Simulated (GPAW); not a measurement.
## Ballistic transport through an In chain with a Zn atom on top of one atom, from relaxation to T(E)

How well does an In chain with a Zn atom on top of one atom conduct once its atoms have relaxed, and how much do cheaper levels lose?

Method: GPAW LCAO, PAW setups; relaxation of the junction within the symmetry of its start, lead ends held, in the first sound run; inputs show where later runs differ, in GPAW 26.7.0.

### 1. Set-up

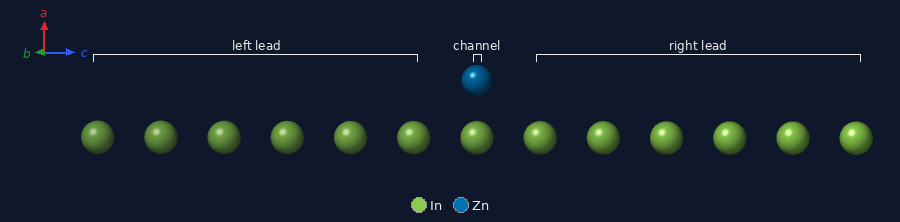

The cell as given, from the side, with the c axis across the page (indium green, zinc blue).

The cell holds 14 atoms: 13 In and 1 Zn. Cell: a = 9.000 Å, b = 9.000 Å, c = 38.350 Å, α = 90.0°, β = 90.0°, γ = 90.0°. Regions: left lead, 6 atoms (6 In); channel, 2 atoms (1 In and 1 Zn); right lead, 6 atoms (6 In). Vacuum lies along a and b. The structure is stacked along c, and the current runs across the ab planes.

As a file:

```cif
data_structure
_symmetry_space_group_name_H-M 'P 1'
_symmetry_Int_Tables_number 1
_cell_length_a 9.0000
_cell_length_b 9.0000
_cell_length_c 38.3500
_cell_angle_alpha 90.000
_cell_angle_beta 90.000
_cell_angle_gamma 90.000
_cell_volume 3106.35
loop_
_atom_site_label
_atom_site_type_symbol
_atom_site_fract_x
_atom_site_fract_y
_atom_site_fract_z
_atom_site_occupancy
In1 In 0.50000 0.50000 0.03846 1
In2 In 0.50000 0.50000 0.11538 1
In3 In 0.50000 0.50000 0.19231 1
In4 In 0.50000 0.50000 0.26923 1
In5 In 0.50000 0.50000 0.34615 1
In6 In 0.50000 0.50000 0.42308 1
In7 In 0.50000 0.50000 0.50000 1
Zn8 Zn 0.79592 0.50000 0.50000 1
In9 In 0.50000 0.50000 0.57692 1
In10 In 0.50000 0.50000 0.65385 1
In11 In 0.50000 0.50000 0.73077 1
In12 In 0.50000 0.50000 0.80769 1
In13 In 0.50000 0.50000 0.88462 1
In14 In 0.50000 0.50000 0.96154 1
```

### 2. Relaxation

Transmission follows bond lengths closely, so the atoms between the held lead ends are relaxed first, within whatever symmetry the start has.

run.py reads:

```python
import json
from ase import Atoms
from ase.constraints import FixAtoms
from ase.optimize import BFGS
from gpaw import GPAW, FermiDirac

device = Atoms(
    ['In', 'In', 'In', 'In', 'In', 'In', 'In', 'Zn', 'In', 'In', 'In', 'In', 'In', 'In'],
    positions=[
        [4.50000, 4.50000, 1.47500],
        [4.50000, 4.50000, 4.42500],
        [4.50000, 4.50000, 7.37500],
        [4.50000, 4.50000, 10.32500],
        [4.50000, 4.50000, 13.27500],
        [4.50000, 4.50000, 16.22500],
        [4.50000, 4.50000, 19.17500],
        [7.16330, 4.50000, 19.17500],
        [4.50000, 4.50000, 22.12500],
        [4.50000, 4.50000, 25.07500],
        [4.50000, 4.50000, 28.02500],
        [4.50000, 4.50000, 30.97500],
        [4.50000, 4.50000, 33.92500],
        [4.50000, 4.50000, 36.87500]],
    cell=[[9.0, 0.0, 0.0], [0.0, 9.0, 0.0], [0.0, 0.0, 38.35]],
    pbc=True)

device.set_constraint(FixAtoms([0, 1, 2, 3, 4, 9, 10, 11, 12, 13]))
device.calc = GPAW(mode='lcao', basis='dzp', xc='PBE', h=0.18,
                   kpts={'size': (1, 1, 2), 'gamma': True},
                   symmetry={'tolerance': 1e-3, 'extra_ids': [1, 1, 1, 1, 1, 0, 0, 0, 0, 1, 1, 1, 1, 1]},
                   occupations=FermiDirac(0.1), maxiter=250,
                   mixer=dict(beta=0.1, nmaxold=8, weight=100.0),
                   convergence=dict(density=0.0001), txt='relax.txt')
path = []
opt = BFGS(device, maxstep=0.15)
opt.attach(lambda: path.append((device.get_potential_energy(), device.positions.tolist(), device.get_forces().tolist())))
relaxed = bool(opt.run(fmax=0.05, steps=50))
json.dump(dict(relaxed=relaxed, path=path, positions=device.positions.tolist(), moments=device.get_magnetic_moments().tolist(),
               forces=device.get_forces(apply_constraint=False).tolist()), open('result.json', 'w'))
```

Launch:

```bash
> OMP_NUM_THREADS=1 OPENBLAS_NUM_THREADS=1 python run.py
```

The program printed:

```text
Step          Energy          fmax
BFGS:    0      -15.907336        0.221146
BFGS:    1      -15.908481        0.226910
BFGS:    2      -15.902656        0.292437
BFGS:    3      -15.917374        0.187001
BFGS:    4      -15.918972        0.085380
BFGS:    5      -15.919691        0.101050
BFGS:    6      -15.920779        0.136201
BFGS:    7      -15.930839        0.178231
BFGS:    8      -15.959582        0.206124
BFGS:    9      -16.067834        0.257048
BFGS:   10      -16.186175        0.256081
BFGS:   11      -16.265415        0.212573
BFGS:   12      -16.283224        0.252312
BFGS:   13      -16.287300        0.188272
BFGS:   14      -16.290708        0.141370
BFGS:   15      -16.293549        0.128685
BFGS:   16      -16.295807        0.126733
BFGS:   17      -16.297764        0.108387
BFGS:   18      -16.299449        0.079116
BFGS:   19      -16.301990        0.057396
BFGS:   20      -16.302821        0.035446
```

The job ended after 19 min (1 thread of Arm Neoverse V1, shared host; peak memory 1.7 GiB).

The steps of the relaxation:

| step | energy less that of the first step (eV) | largest force (eV/Å) |
| --- | --- | --- |
| 1 | 0.0000 | 0.2211 |
| 2 | -0.0009 | 0.2269 |
| 3 | 0.0090 | 0.2924 |
| 4 | -0.0067 | 0.1870 |
| 5 | -0.0096 | 0.0854 |
| 6 | -0.0100 | 0.1011 |
| 7 | -0.0110 | 0.1362 |
| 8 | -0.0217 | 0.1782 |
| 9 | -0.0541 | 0.2061 |
| 10 | -0.1774 | 0.2570 |
| 11 | -0.3080 | 0.2561 |
| 12 | -0.3903 | 0.2126 |
| 13 | -0.4042 | 0.2523 |
| 14 | -0.4098 | 0.1883 |
| 15 | -0.4146 | 0.1414 |
| 16 | -0.4179 | 0.1287 |
| 17 | -0.4201 | 0.1267 |
| 18 | -0.4215 | 0.1084 |
| 19 | -0.4224 | 0.0791 |
| 20 | -0.4241 | 0.0574 |
| 21 | -0.4242 | 0.0354 |

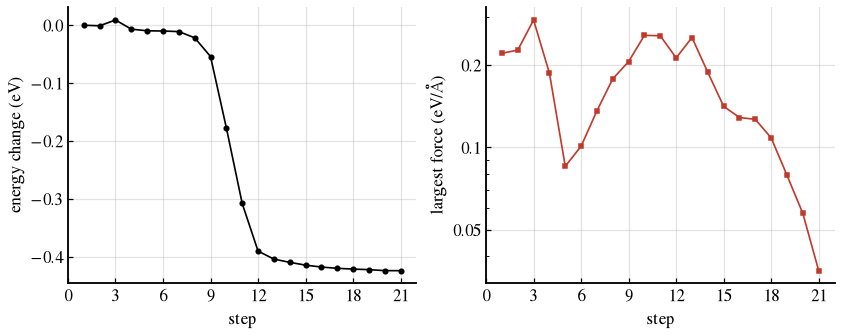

Energy and largest force along the relaxation.

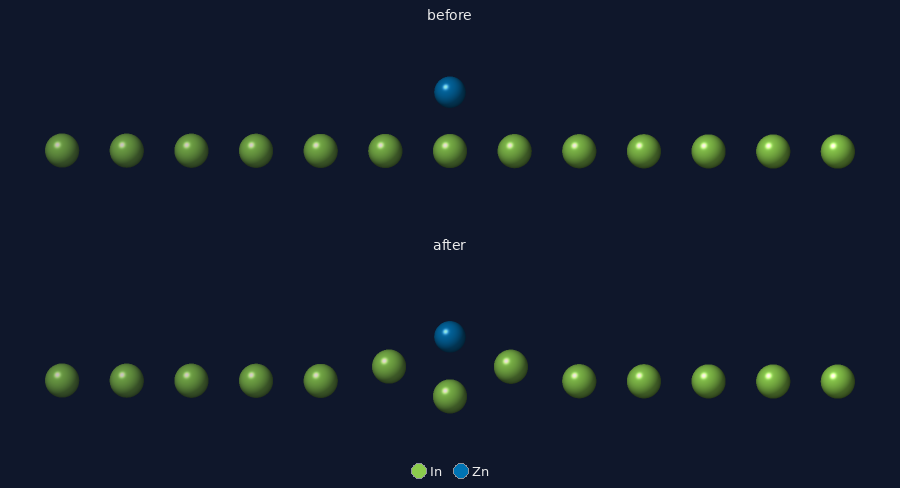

The structure before and after the relaxation, drawn at the same scale.

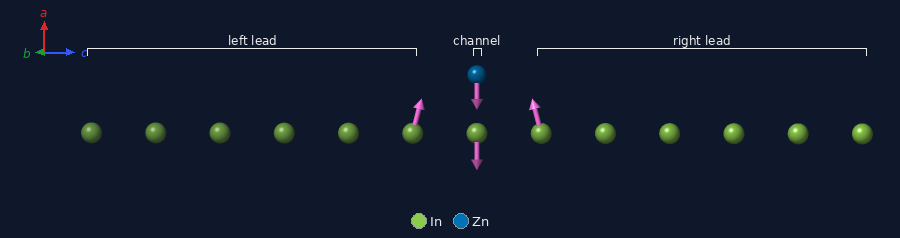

Displacements in the relaxation, exaggerated; the longest in the cell stands for 0.70 Å.

The atoms that moved most (Å):

| atom | dx | dy | dz | length |
| --- | --- | --- | --- | --- |
| In7 | -0.696 | 0.000 | 0.000 | 0.696 |
| In6 | 0.653 | 0.000 | 0.169 | 0.674 |
| In9 | 0.653 | 0.000 | -0.169 | 0.674 |
| Zn8 | -0.662 | 0.000 | 0.000 | 0.662 |

The relaxation lowered the energy of the cell by 0.424 eV (energies extrapolated to zero smearing; the optimiser's log prints free energies). The largest force left on a free atom is 0.035 eV/Å.

### 3. GPAW, dzp

Localised orbitals split the wire into layers that couple to their neighbours alone, which is what the Green's function method needs; double zeta with polarisation is the usual level for numbers.

This step: GPAW LCAO, PAW setups; Landauer transmission from Green's functions with principal layers (ASE), zero bias (GPAW 26.7.0).

run.py reads:

```python
import json
import numpy as np
from ase import Atoms
from ase.transport.calculators import TransportCalculator
from gpaw import GPAW, FermiDirac
from gpaw.lcao.tools import get_lcao_hamiltonian
from scipy.linalg import eigh

# The junction with lead layers at both ends, along the third cell vector
device = Atoms(
    ['In', 'In', 'In', 'In', 'In', 'In', 'In', 'Zn', 'In', 'In', 'In', 'In', 'In', 'In'],
    positions=[
        [4.50000, 4.50000, 1.47500],
        [4.50000, 4.50000, 4.42500],
        [4.50000, 4.50000, 7.37500],
        [4.50000, 4.50000, 10.32500],
        [4.50000, 4.50000, 13.27500],
        [5.15285, 4.50000, 16.39436],
        [3.80433, 4.50000, 19.17500],
        [6.50107, 4.50000, 19.17500],
        [5.15285, 4.50000, 21.95564],
        [4.50000, 4.50000, 25.07500],
        [4.50000, 4.50000, 28.02500],
        [4.50000, 4.50000, 30.97500],
        [4.50000, 4.50000, 33.92500],
        [4.50000, 4.50000, 36.87500]],
    cell=[[9.0, 0.0, 0.0], [0.0, 9.0, 0.0], [0.0, 0.0, 38.35]],
    pbc=True)

# One principal layer of the lead: the first 3 atoms of the device
lead = Atoms(
    ['In', 'In', 'In'],
    positions=[
        [4.50000, 4.50000, 1.47500],
        [4.50000, 4.50000, 4.42500],
        [4.50000, 4.50000, 7.37500]],
    cell=[[9.0, 0.0, 0.0], [0.0, 9.0, 0.0], [0.0, 0.0, 8.85]],
    pbc=True)

settings = dict(mode='lcao', basis='dzp', xc='PBE', h=0.2,
                occupations=FermiDirac(0.1), maxiter=250,
                mixer=dict(beta=0.1, nmaxold=8, weight=100.0),
                convergence=dict(density=0.0001))
energies = np.arange(-2, 2 + 1e-9, 0.025)
eta = 0.0001
n1, n2 = 1, 1
# k and -k transmit alike, so half of the mesh across the current serves
mesh = [(i, j) for i in range(n1) for j in range(n2) if (i, j) <= (-i % n1, -j % n2)]
weights = np.array([1 if (i, j) == (-i % n1, -j % n2) else 2 for i, j in mesh]) / (n1 * n2)

# [... helper functions left out ...]
fermi_lead = ground_state(lead, (1, 1, 13), 'lead.txt')
fermi_device = ground_state(device, (1, 1, 2), 'device.txt')
# [... loop over the mesh left out, but for ...]
        # Shift the lead onto the potential of the device's first layer
        shift = ((H[:, 0, 0] - H0[:, 0, 0]) / S0[0, 0]).real.mean()
# [...]
kT = 8.617333e-5 * 300
bias = [0.1, 0.2, 0.5, 1.0, 1.5, 2.0]
# [... integrals and printing left out ...]
```

The program printed:

```text
basis functions: device 320, principal layer 69
Fermi level: lead -2.2014 eV, device -2.1455 eV; lead shifted by -0.0087 eV
largest coupling past the next layer 1.88e-06 eV, largest misfit of the first layer 0.031 eV
  E-E_F (eV)   T (one spin)  channels
    -2.000    5.2343e-01    1.0000
    -1.975    1.8105e-05    0.0000
    -1.950    2.7838e-07    0.0000
    -1.925    6.7448e-08    0.0000
    -1.900    2.7310e-08    0.0000
    -1.875    1.4148e-08    0.0000
    -1.850    8.5267e-09    0.0000
    -1.825    5.7123e-09    0.0000
    -1.800    4.1463e-09    0.0000
    -1.775    3.2096e-09    0.0000
    -1.750    2.6222e-09    0.0000
    -1.725    2.2452e-09    0.0000
    -1.700    2.0047e-09    0.0000
    -1.675    1.8604e-09    0.0000
    -1.650    1.7902e-09    0.0000
    -1.625    1.7839e-09    0.0000
[...]
1.825    2.7346e+00    3.0000
     1.850    2.7650e+00    3.0000
     1.875    2.7571e+00    3.0000
     1.900    2.7665e+00    3.0000
     1.925    2.7760e+00    3.0000
     1.950    2.7853e+00    3.0000
     1.975    2.7941e+00    3.0000
     2.000    2.8024e+00    3.0000
conductance at 300 K: 1.9298 G0 a cell; thermopower -6.008 uV/K
current from the zero-bias T(E) at 0.1 V: 14.866 uA
current from the zero-bias T(E) at 0.2 V: 29.203 uA
current from the zero-bias T(E) at 0.5 V: 65.944 uA
current from the zero-bias T(E) at 1.0 V: 122.02 uA
current from the zero-bias T(E) at 1.5 V: 171.03 uA
current from the zero-bias T(E) at 2.0 V: 228.48 uA
```

The job ended after 85 s (1 thread; peak memory 1.3 GiB).

Numbers from this step:

| Quantity | Value |
| --- | --- |
| conductance | 1.930 G₀ |
| largest coupling past the next principal layer | 1.88e-6 eV |
| largest misfit of the first principal layer | 0.03062 eV |
| shift that aligns the lead | -0.008720 eV |
| basis functions of the junction | 320 |
| basis functions of a principal layer | 69 |
| transmission at the Fermi level (one spin) | 1.959 |
| open channels of the lead at the Fermi level (one spin) | 3 |

One spin. Transmission, zone mean against energy, zero at the Fermi level:

| energy (eV) | transmission, zone mean |
| --- | --- |
| -2.000 | 0.523 |
| -1.800 | 4.1e-9 |
| -1.600 | 1.8e-9 |
| -1.400 | 1.1e-8 |
| -1.200 | 0.672 |
| -1.000 | 0.822 |
| -0.800 | 0.871 |
| -0.600 | 0.913 |
| -0.400 | 0.965 |
| -0.200 | 0.791 |
| 0.000 | 1.96 |
| 0.100 | 1.99 |
| 0.200 | 1.99 |
| 0.400 | 1.95 |
| 0.600 | 1.38 |
| 0.800 | 1.99 |
| 1.000 | 2.31 |
| 1.200 | 2.49 |
| 1.400 | 2.58 |
| 1.600 | 2.65 |
| 1.800 | 2.73 |
| 2.000 | 2.80 |

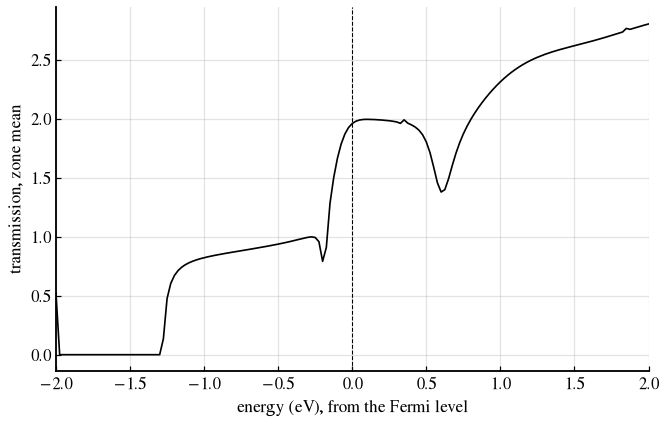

Transmission, zone mean, plotted against energy.

Crossings of the lead's bands, unfolded to its shortest repeat. Open channels, zone mean against energy, zero at the Fermi level:

| energy (eV) | open channels, zone mean |
| --- | --- |
| -2.0000 | 1 |
| -1.7500 | 0 |
| -1.5000 | 0 |
| -1.2500 | 1 |
| -1.0000 | 1 |
| -0.7500 | 1 |
| -0.5000 | 1 |
| -0.2500 | 1 |
| 0.0000 | 3 |
| 0.2500 | 3 |
| 0.5000 | 3 |
| 0.7500 | 3 |
| 1.0000 | 3 |
| 1.2500 | 3 |
| 1.5000 | 3 |
| 1.7500 | 3 |
| 2.0000 | 3 |

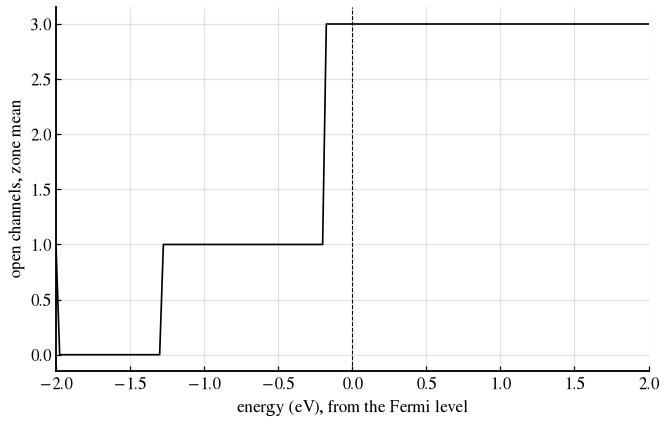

Open channels, zone mean, plotted against energy.

Not self-consistent under bias; the bias window is split evenly. The current through one cell, from the zero-bias transmission by bias:

| bias (V) | current through one cell, from the zero-bias transmission (μA) |
| --- | --- |
| 0.100 | 14.9 |
| 0.200 | 29.2 |
| 0.500 | 65.9 |
| 1.000 | 122 |
| 1.500 | 171 |
| 2.000 | 228 |

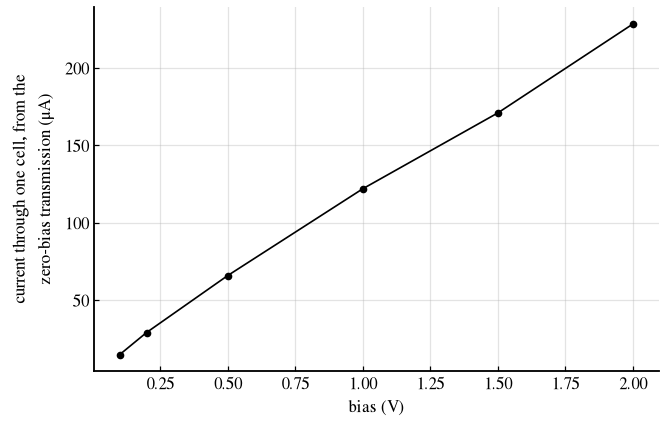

Current through one cell, from the zero-bias transmission, plotted against bias.

The transmission of the three most open eigenchannels by energy, zero at the Fermi level:

| energy (eV) | channel 1 | channel 2 | channel 3 |
| --- | --- | --- | --- |
| -2.000 | 0.523 | 0 | 0 |
| -1.500 | 3.0e-9 | 0 | 0 |
| -1.000 | 0.822 | 0 | 0 |
| -0.500 | 0.937 | 0 | 0 |
| 0.000 | 0.827 | 0.628 | 0.505 |
| 0.500 | 0.749 | 0.579 | 0.475 |
| 1.000 | 0.962 | 0.900 | 0.451 |
| 1.500 | 0.978 | 0.957 | 0.684 |
| 2.000 | 0.992 | 0.918 | 0.892 |

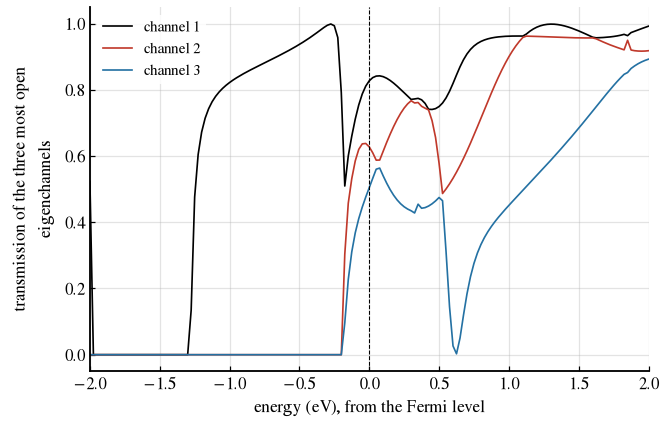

Transmission of the three most open eigenchannels, plotted against energy.

Couplings past the next layer reach 1.9e-6 eV, small enough to drop; the matrix elements of the cell's first layer differ from the bulk lead's by up to 0.031 eV. That layer keeps its own values in the calculation, and only beyond it is the lead taken as perfect. The Fermi levels of lead and junction count from different zeros of potential, one for each periodic cell; with both set to zero, the small remaining shift is what aligns them. By hand: G = 1.930 × 77.48 μS = 150 μS, a resistance of 6.69 kΩ; at 0.1 V a linear junction would pass 15.0 μA, and the integral over the bias window gives 14.9 μA.

[end of part 1 of 3]

[Logs are printed without paths, hosts, clocks, repeated set-up lines and the standing remarks that a program may print on its own settings, such as how far it seeks lower states.]

[Hosts, paths, dates, database ids (printed as entryN), source tags and the programs' standing remarks are cut or masked in the printed files.]
